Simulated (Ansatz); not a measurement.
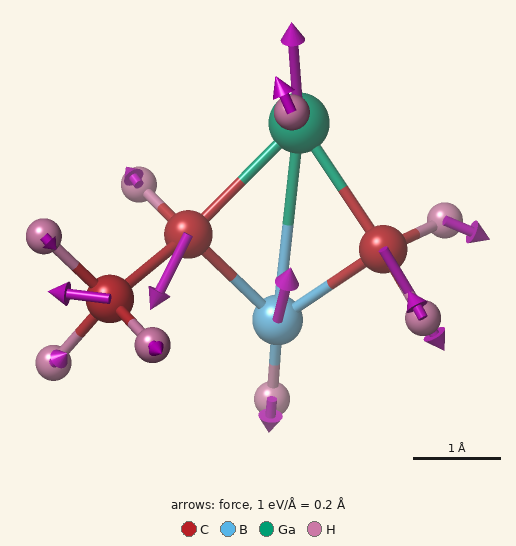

Starting geometry of C₃H₈BGa (coarse preliminary run) with the computed forces as purple arrows. A ball-and-stick model, seen at a tilt.

The start comes from a force field.

Method: Ansatz 0.2.0, RKS PBE-D4/def2-SVP.

The input:
```yaml
crystal:
  periodic: [false, false, false]
  atoms:
    - {symbol: C, position_ang: [-1.130900, 1.048200, 0.636500]}
    - {symbol: C, position_ang: [0.037100, 0.660200, -0.180500]}
    - {symbol: B, position_ang: [-0.281500, -0.664100, -1.023700]}
    - {symbol: C, position_ang: [0.947900, -1.420800, -0.193500]}
    - {symbol: Ga, position_ang: [1.785900, 0.135400, -0.139500]}
    - {symbol: H, position_ang: [-2.035900, 1.326000, -0.051100]}
    - {symbol: H, position_ang: [-1.438900, 0.300300, 1.350000]}
    - {symbol: H, position_ang: [-0.895100, 2.029800, 1.188700]}
    - {symbol: H, position_ang: [0.340500, 1.492200, -0.835000]}
    - {symbol: H, position_ang: [-1.060400, -0.986500, -1.779100]}
    - {symbol: H, position_ang: [0.400800, -2.256300, 0.411400]}
    - {symbol: H, position_ang: [1.643100, -1.842900, -0.875000]}
    - {symbol: H, position_ang: [1.707800, 0.143800, 1.505600]}
basis:
  gaussian: {orbitals: def2-SVP}
hamiltonian: {xc: pbe, dispersion: d4}
relax: {f_tol: 0.03, max_steps: 200}
```

Run as
```bash
ansatz run in.yaml --threads 4 --pin off --events-out ev --progress --plain --max-ram 10444MiB
```

Is this structure relaxed? If not, where do the atoms go?

Answer. It isn't relaxed: the largest force vector, on C4, is 7.35 eV/Å. The final displacements have little in common with the starting forces (cosine between the two patterns 0.08). H10 moves most after the best rigid fit: 1.68 Å. Largest moves by element: H 1.68 Å, Ga 1.14 Å, C 0.62 Å, B 0.56 Å. Some distances before and after: C4–Ga5 1.768 → 2.013 Å, C2–Ga5 1.826 → 2.064 Å, B3–Ga5 2.386 → 2.226 Å, B3–H10 1.132 → 1.224 Å. Among the angles between lasting bonds that change: B3–Ga5–H13 109.3° → 166.7°, C4–Ga5–H13 90.7° → 144.1°, C2–Ga5–H13 88.6° → 136.1°. The energy falls by 704.1 kJ/mol in 25 geometry steps. Largest force component: 5.7 eV/Å at the start, 0.027 eV/Å at the end.
